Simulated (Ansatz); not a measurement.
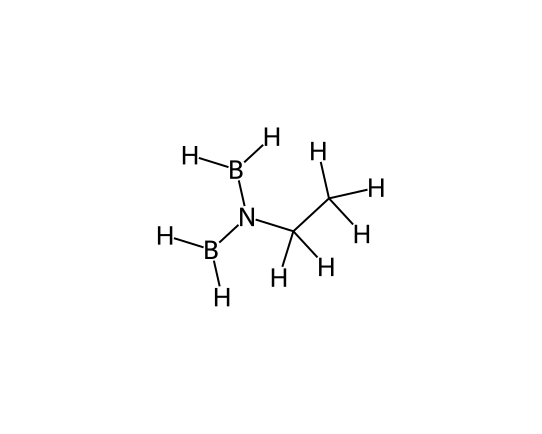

Skeletal drawing of a molecule.

> Write the SMILES.

BN(B)CC

> Give the formula, hydrogens included.

C2H9B2N.

> An optimisation with PBE0-D4/def2-TZVP gave a structure of which point group?

Cs. Other conformers may differ.

The parts below concern this one geometry. Atoms keep their numbers from picture to picture. The computed structure is the end point of a PBE0-D4/def2-TZVP optimisation.

Charges

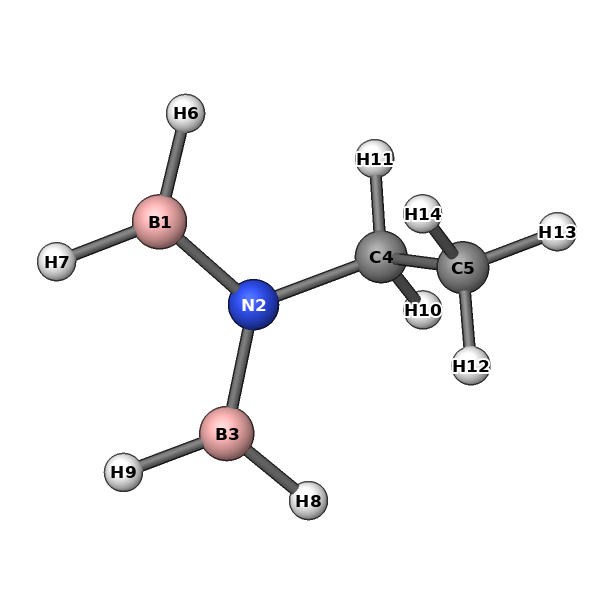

The questions are on Mulliken charges. Method: RKS B3LYP-D4/def2-TZVPP (Ansatz 0.2.0).

Give the Mulliken charges atom by atom.

| atom | value (e) |
| --- | --- |
| B1 | −0.08 |
| N2 | −0.09 |
| B3 | −0.08 |
| C4 | −0.02 |
| C5 | −0.25 |
| H6 | 0.02 |
| H7 | 0.03 |
| H8 | 0.02 |
| H9 | 0.03 |
| H10 | 0.08 |
| H11 | 0.08 |
| H12 | 0.08 |
| H13 | 0.08 |
| H14 | 0.08 |

Electronic properties

Level of theory: RKS revPBE-D4/def2-TZVPP (Ansatz 0.2.0).

> Estimate the HOMO–LUMO gap.

5.28 eV.

> Estimate the HOMO energy (Kohn–Sham orbital).

−7.43 eV.

> What is the dispersion correction?

−84.6 kJ/mol.

Dipole moment

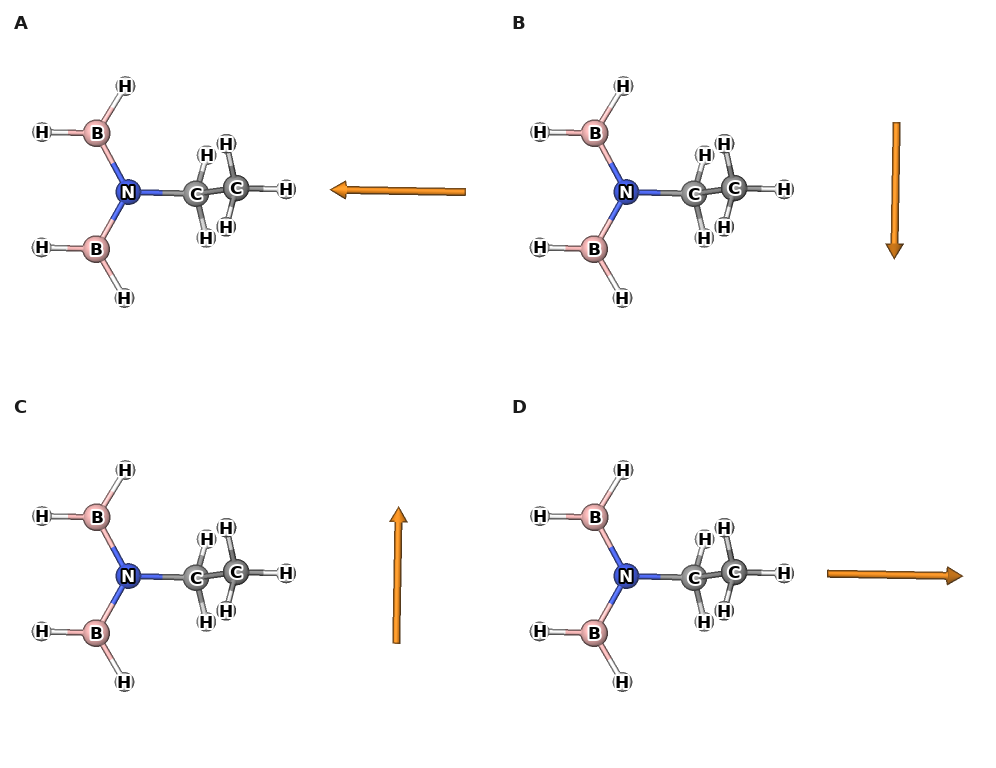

The same molecule four times, each with an arrow. Properties computed with RKS PBE0-D4/def2-TZVP (Ansatz 0.2.0).

> Which arrow points along the dipole moment, from the negative to the positive end?

D. The dipole moment is 1.61 D.

Mulliken values depend strongly on the basis set and can even reverse the polarity of a bond.
